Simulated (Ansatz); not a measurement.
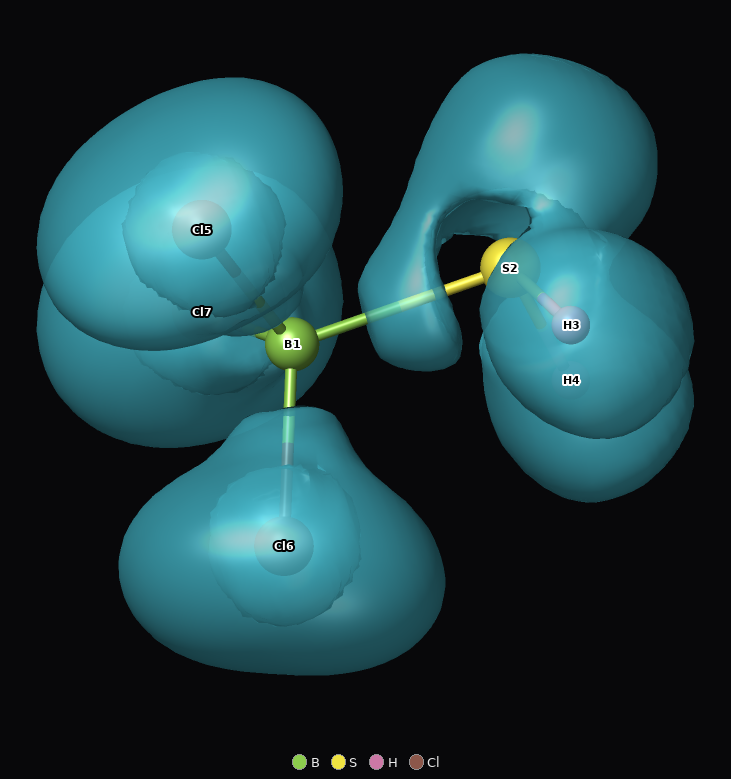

BCl₃H₂S (charge +1, doublet). Isosurface of the electron localisation function at 0.75 (cyan), seen from one side. Only the valence region is drawn (cores and ρ < 0.01 e/Å³ removed).

Geometry: PBE0-D4/def2-SVP.

Method: UKS PBE0-D4/def2-TZVP in Ansatz 0.2.0.

Input file:

```
crystal:
  periodic: [false, false, false]
  atoms:
    - {symbol: B, position_ang: [0.113939, -0.197200, -0.690609]}
    - {symbol: S, position_ang: [0.134694, -0.230457, 1.321907]}
    - {symbol: H, position_ang: [0.552266, 1.037226, 1.573682]}
    - {symbol: H, position_ang: [-1.172866, 0.035993, 1.575040]}
    - {symbol: Cl, position_ang: [1.839093, -0.205082, -1.222394]}
    - {symbol: Cl, position_ang: [-0.732631, 1.259506, -1.337200]}
    - {symbol: Cl, position_ang: [-0.734494, -1.699986, -1.220428]}
basis:
  gaussian: {orbitals: def2-TZVP, initial_orbitals: start.molden}
total_charge: 1
magnetization: {spin_polarized: true, initial_magnetization: 1}
hamiltonian: {xc: pbe0, dispersion: d4}
scf: {omitted_lower_state_checks: [starts]}
output: {orbitals: {seedname: orbitals}}
```

Command:

```sh
ansatz run in.yaml --threads 4 --pin off --events-out ev --progress --plain --max-ram 3916MiB
```

**Identify the bonds, lone pairs and shells in this picture.**

The ELF exceeds this value in three regions on Cl in which the atom's valence shell and bonds are merged and one joined region spread over several atoms (H, S), in which their bonds and any lone pairs are merged. Along the contacts the grid gives the following. B–Cl (1.80 Å): the ELF peaks at about 0.90 between the atoms: a shared but strongly polarised pair. B–S (2.01 Å): the ELF peaks at about 0.95 between the atoms (localised, covalent bonding).
